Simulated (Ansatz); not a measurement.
**CH₅SSi−: geometry optimisation**

The task: find the minimum of CH₅SSi− nearest to the start.

Computed with Ansatz 0.2.0. Level: RKS PBE0-D4/def2-SVPD.

1 further run of the same task is left out (set aside as unsound or not needed).

**1. The system as given**

SMILES `[CH2-]S[SiH3]`, 8 atoms, charge -1, spin multiplicity 1.

Atoms are counted from 1 here; the program's logs count them from 0.

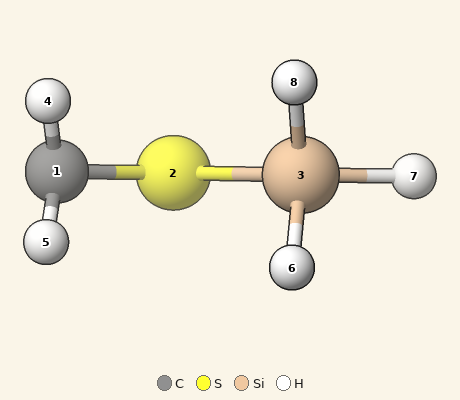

Start geometry, drawn with carbon grey, sulfur yellow, silicon light orange, hydrogen white; atoms are numbered from 1 in the order of the file.

Coordinates:

```xyz
8
charge -1, multiplicity 1
C    -0.9691    0.7223   -1.5413
S    -0.8825   -0.8714   -0.7737
Si    0.5106   -0.6846    0.9373
H     0.0050    1.0508   -1.9633
H    -1.3954    1.5003   -0.8720
H     0.0407    0.3888    1.9074
H     0.8137   -1.9062    1.8292
H     1.8769   -0.2000    0.4766
```

**2. Relaxation**

Input file input.yaml:

```yaml
crystal:
  periodic: [false, false, false]
  atoms:
    - { symbol: C, position_ang: [-0.969085, 0.722311, -1.541311] }
    - { symbol: S, position_ang: [-0.882483, -0.871448, -0.773727] }
    - { symbol: Si, position_ang: [0.510577, -0.684583, 0.937311] }
    - { symbol: H, position_ang: [0.005045, 1.050798, -1.963333] }
    - { symbol: H, position_ang: [-1.395446, 1.500284, -0.872044] }
    - { symbol: H, position_ang: [0.040684, 0.388837, 1.907386] }
    - { symbol: H, position_ang: [0.813748, -1.90619, 1.82916] }
    - { symbol: H, position_ang: [1.87695, -0.200019, 0.476569] }
total_charge: -1
basis:
  gaussian: { orbitals: def2-SVPD }
hamiltonian:
  xc: pbe0
  dispersion: d4
output:
  forces: true
relax:
  f_tol: 0.003
  max_steps: 120
```

Run with:

```bash
$ ansatz run input.yaml --threads 1 --pin off --max-ram 2560MiB --backend cpu --events-out ev --progress --plain --runs-dir out
```

**Question.** What will these runs give? Wanted: energy gained; root mean square move.

The runs gave:

| quantity | value |
| --- | --- |
| energy gained | 0.0261 eV |
| root mean square move | 0.056 Å |

Bond lengths: C1–S2 1.784 Å, C1–H4 1.105 Å, C1–H5 1.105 Å, S2–Si3 2.154 Å, Si3–H6 1.508 Å, Si3–H7 1.524 Å, Si3–H8 1.508 Å. Angles: S2–C1–H4 110.9°, S2–C1–H5 110.9°, H4–C1–H5 110.2°, C1–S2–Si3 105.5°, S2–Si3–H6 112.1°, S2–Si3–H7 116.5°, S2–Si3–H8 112.1°, H6–Si3–H7 105.2°, H6–Si3–H8 104.9°, H7–Si3–H8 105.2°. No frequencies were computed here.
